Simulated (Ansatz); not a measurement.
Energy landscape of Nb

11 relaxations of Nb ended in 6 distinct structures. Method: r2SCAN (plane waves to 500 eV, PAW, scalar-relativistic; Ansatz, a program for electronic structure).

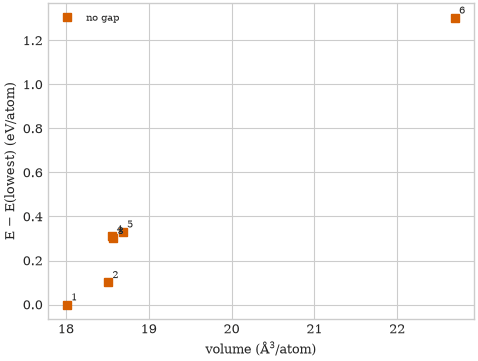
Fig. 1. Energy against volume of the distinct structures, numbered as in the table

| # | space group | Pearson | type | E − E(lowest) (eV/atom) | V (Å³/atom) | coordination | runs ending here |
|---|---|---|---|---|---|---|---|
| 1 | Im-3m | cI2 | bcc (W type) | 0.00 | 18.01 | Nb 8 (cubic)+6 | 4 |
| 2 | Pm-3n | cP8 | – | 0.10 | 18.51 | – | 1 |
| 3 | R-3m | hR3 | AFLOW prototype A_hR3_166_ac (C19, as in Sm) | 0.30 | 18.57 | – | 1 |
| 4 | P6₃/mmc | hP2 | hcp (Mg type) | 0.31 | 18.56 | Nb 6+6 | 3 |
| 5 | Fm-3m | cF4 | fcc (Cu type) | 0.33 | 18.69 | Nb 12 (cuboctahedral) | 1 |
| 6 | P6/mmm | hP3 | – | 1.30 | 22.70 | – | 1 |

Coordination numbers (neighbours up to the widest gap in distance over summed covalent radii, below 1.35; n+m marks a second, longer set). All are gapless at this level. Im-3m, cI2, bcc (W type) is the lowest of the structures calculated here.

Nb is modelled in the cubic space group Im-3m (No. 229), the bcc (W type) structure, Pearson symbol cI2. Conventional cell: a = 3.3027 Å, b = 3.3027 Å, c = 3.3027 Å, α = 90.00°, β = 90.00°, γ = 90.00°. Nb on 2a is coordinated by 8 Nb at 2.860 Å and 6 Nb at 3.303 Å. (Neighbours: up to the widest gap in distance over summed covalent radii, below 1.35, at either atom.)
(The calculation used a cell of 1 atom; values per cell refer to that cell.)

Each run could gain symmetry but not lose that of its start, so entries can be saddle points. From databases, or of a type measured for this composition: Im-3m, cI2, bcc (W type); Fm-3m, cF4, fcc (Cu type); the others are generated cells (placed on structure types, drawn at random, substituted or restacked) that were not matched to a known phase here. Static energies at zero pressure. Each cell has its own k-point mesh; energy differences are given only to the digits this allows. No spin polarisation in the result.
